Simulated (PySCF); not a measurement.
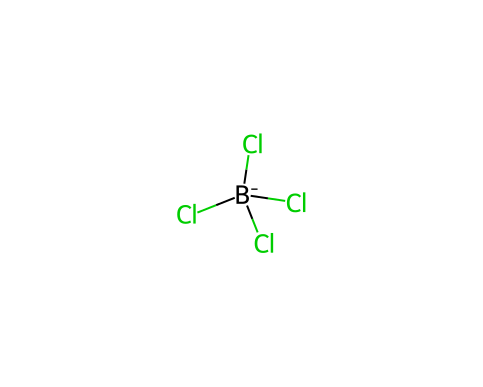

2D structure. The species has charge −1 and is a spin singlet.

Question: Write the SMILES.

Answer: Cl[B-](Cl)(Cl)Cl

Question: Give the formula, hydrogens included.

Answer: BCl4, charge -1.

Question: An optimisation with PBE0-D3(BJ)/def2-TZVP gave a structure of which point group?

Answer: Td.

More results for the same structure follow; atom numbers are the same in all pictures, views and colours differ. The geometry was computed by an optimisation with PBE0-D3(BJ)/def2-TZVP. No frequency run is at hand to confirm it as a minimum.

**Bond orders**

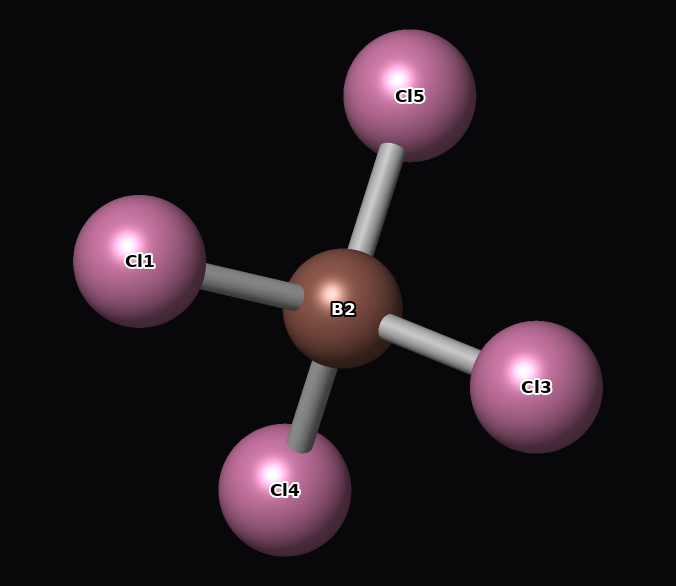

The thickness of each stick grows with its Mayer bond order. No frequency run is at hand to confirm it as a minimum. Computed with PBE0/pcSseg-2 (PySCF 2.14.0).

List the Mayer bond orders of Cl1–B2 (one bond of each equivalent set).

```
  bond  Mayer order  length (Å)
Cl1–B2         0.98       1.860
```

**NMR shielding**

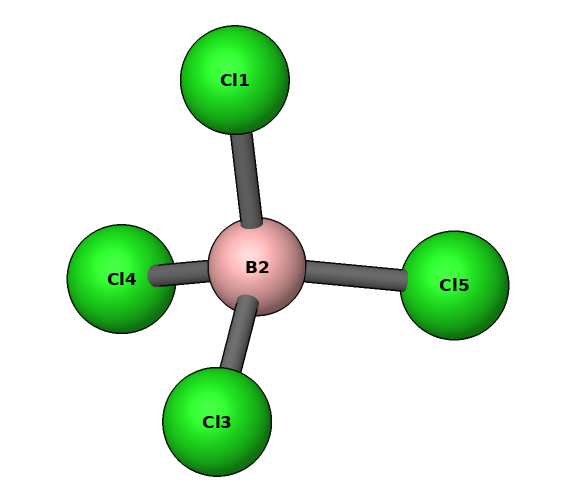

No frequency run is at hand to confirm it as a minimum. Level of theory: GIAO B97-2/pcSseg-2 NMR shielding, non-relativistic, gas phase (PySCF 2.14.0). Principal shieldings σ11 ≤ σ22 ≤ σ33, span Ω = σ33 − σ11, skew κ = 3(σiso − σ22)/Ω.

Give the shielding tensors of the Cl atoms.

| atom | σ11 | σ22 | σ33 | σiso | Ω | κ |
| --- | --- | --- | --- | --- | --- | --- |
| Cl1, Cl3, Cl4… | 668.4 | 668.5 | 981.0 | 772.6 | 312.6 | 1.00 |

Shieldings and span in ppm.

**Quadrupole coupling**

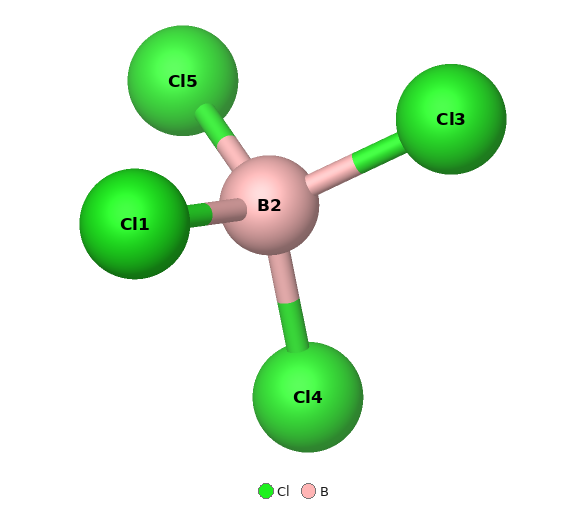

No frequency run is at hand to confirm it as a minimum. Electric field gradients from the ground-state density, PBE0/pcSseg-2 (PySCF 2.14.0), non-relativistic apart from any core potentials.

Give the largest field-gradient component, the quadrupole coupling constant and the asymmetry for 35Cl at Cl1 (Q = −81.7 mb).

| atom | V_zz (a.u.) | e²qQ/h (MHz) | η |
| --- | --- | --- | --- |
| Cl1 | 2.379 | −45.7 | 0.00 |
